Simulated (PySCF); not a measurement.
Input

```
{"job": {"kind": "nmr", "xc": "PBE0", "basis": "pcSseg-1"}, "charge": 1, "multiplicity": 1}
Si     0.443652     1.434679    -0.097912
F      1.334795     1.010739     1.175728
N     -1.033540     2.167454     0.129696
N      1.413877     2.005000    -1.324278
H      0.030309    -0.108475    -0.458358
Si    -0.463172    -1.372309     0.454148
F     -1.438937    -0.474918     1.371389
N      0.970041    -1.945702     1.078388
N     -1.355270    -2.393799    -0.510975
H     -1.753009     1.772826     0.727757
H     -1.194580     3.140046    -0.112504
H      1.060750     2.402592    -2.187932
H      2.425849     1.930493    -1.300198
H      1.107371    -2.928991     1.290295
H      1.657969    -1.336051     1.509830
H     -2.363081    -2.316577    -0.603540
H     -0.950914    -3.109607    -1.105088
```

Run with:

```sh
OMP_NUM_THREADS=1 python cluster_run.py task.json out
```

Geometry: PBE0-D3(BJ)/def2-SVP.

Method: PBE0/pcSseg-1, SCF density, gas phase, non-relativistic (PySCF).

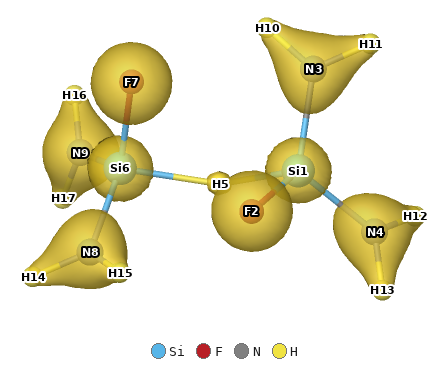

F2H9N4Si2 (SMILES N[Si](N)(F)[H][Si](N)(N)F) (charge +1). Isosurface of the electron density at 1.5 e/Å³ (yellow), seen at a tilt.

How is the density connected at this value?

At this value the surface falls into nine separate pieces. It bridges the sampled N–H (1.01 Å) contacts, where the density stays above the isovalue. It is pinched off along the sampled Si–F (1.61 Å), Si–N (1.66 Å) and Si–H (1.64 Å) contacts. On the grid the lowest density along these lines, outside the cores, is 0.9 e/Å³ (Si–F, 1.61 Å), 1.1 e/Å³ (Si–N, 1.66 Å), 2.2 e/Å³ (N–H, 1.01 Å) and 0.52 e/Å³ (Si–H, 1.64 Å).
